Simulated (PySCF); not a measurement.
## WNOH: frequency calculation

- system: WNOH
- method: RKS-based PBE0, W def2-TZVP with ECP60, N def2-TZVP, O def2-TZVP, H def2-TZVP; non-relativistic Hamiltonian with a scalar-relativistic core potential; density fitting (PySCF 2.14.0)

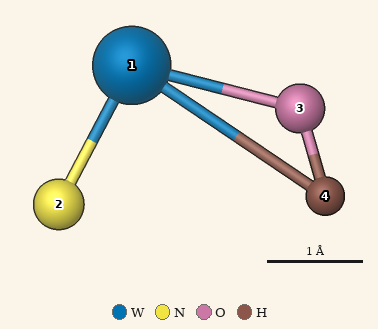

Fig. 1: The input geometry (ball-and-stick view, seen on its broad side; atoms are numbered from 1 in the order of the input). Sticks mark near contacts.

**Key numbers**

- outcome: converged
- total energy: −197.523973 hartree
- HOMO: −5.84 eV
- LUMO: −2.99 eV
- zero-point energy: 0.017100 hartree
- dipole moment: 2.02 D
- wavenumbers, lowest and highest: 323 and 3874 cm⁻¹
- hardware: 2 threads of Arm Neoverse N1, 54 GiB of memory available, shared host
- wall time: 93 s (CPU time 2.8 min)
- peak memory: 1.2 GiB

**The input**
```python
from pyscf import gto, scf, dft
mol = gto.M(atom='''
W     -0.147401     0.000000     0.071834
N      1.194509     0.000000     1.036966
O      0.554477     0.000000    -1.623173
H      1.507109     0.000000    -1.758368''',
    basis={'W': 'def2-TZVP', 'N': 'def2-TZVP', 'O': 'def2-TZVP', 'H': 'def2-TZVP'},
    ecp={'W': 'def2-TZVP'},
    charge=0, spin=0)
mf = dft.RKS(mol, xc='PBE0')
mf.grids.atom_grid = (75, 302)
aux = {'W': 'def2-universal-JKFIT', 'N': 'def2-universal-JKFIT', 'O': 'def2-universal-JKFIT', 'H': 'def2-universal-JKFIT'}
mf = mf.density_fit(auxbasis=aux)
mf.conv_tol = 1e-09
mf.diis_space = 10
mf.max_cycle = 60
mf.verbose = 4
mf.kernel()
```

The script is an equivalent of the set-up of the self-consistent field. The run itself was carried out by a driver, which started from the orbitals of the step before it where there was one and computed the further properties.

Command:
```bash
OMP_NUM_THREADS=2 python axn.py task.json out
```

**Log**
```
init E= -197.523973168802
  HOMO = -0.214767814749695  LUMO = -0.109822567816727  gap/eV = 2.85571
cycle= 1 E= -197.523973168656  delta_E= 1.46e-10  |g|= 2.81e-05  |ddm|= 1.86e-05
  HOMO = -0.214766523071404  LUMO = -0.109820462521894  gap/eV = 2.85573
cycle= 2 E= -197.523973166856  delta_E= 1.8e-09  |g|= 9.71e-05  |ddm|= 6.32e-05
  HOMO = -0.214768309137941  LUMO = -0.109822932754561  gap/eV = 2.85571
cycle= 3 E= -197.523973168791  delta_E= -1.93e-09  |g|= 1.21e-05  |ddm|= 5.29e-05
  HOMO = -0.214767809249146  LUMO = -0.109822411964442  gap/eV = 2.85571
cycle= 4 E= -197.523973168821  delta_E= -2.97e-11  |g|= 2.99e-07  |ddm|= 7.62e-06
  HOMO = -0.214767722455996  LUMO = -0.109822298659036  gap/eV = 2.85571
Extra cycle  E= -197.52397316882  delta_E= 7.96e-13  |g|= 3.64e-07  |ddm|= 8.75e-07
converged SCF energy = -197.52397316882
```

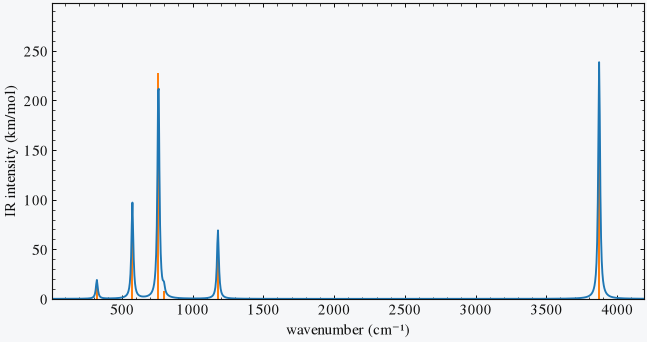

Fig. 2: Harmonic infrared spectrum, unscaled: sticks (degenerate modes added up, dark ones marked on the axis) with a Lorentzian envelope of 16 cm⁻¹ full width, scaled to the tallest stick. 6 modes from 323 to 3874 cm⁻¹, none imaginary. The strongest line is at 3874 cm⁻¹ (239 km/mol). All modes, in cm⁻¹ (km/mol): 323 (18.9), 574 (97), 759 (228), 797 (8.2), 1179 (69), 3874 (239).

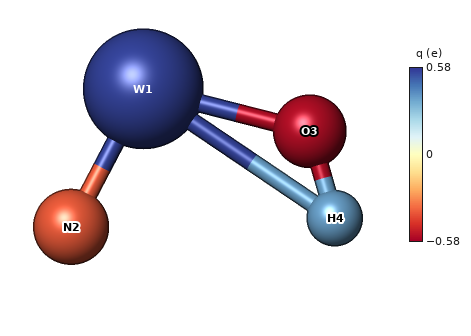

Fig. 3: Mulliken charges, as the colour of each atom (ball-and-stick view, seen on its broad side; atoms are numbered from 1 in the order of the input). By element: W +0.55, N −0.38, O −0.54 and H +0.37 e.
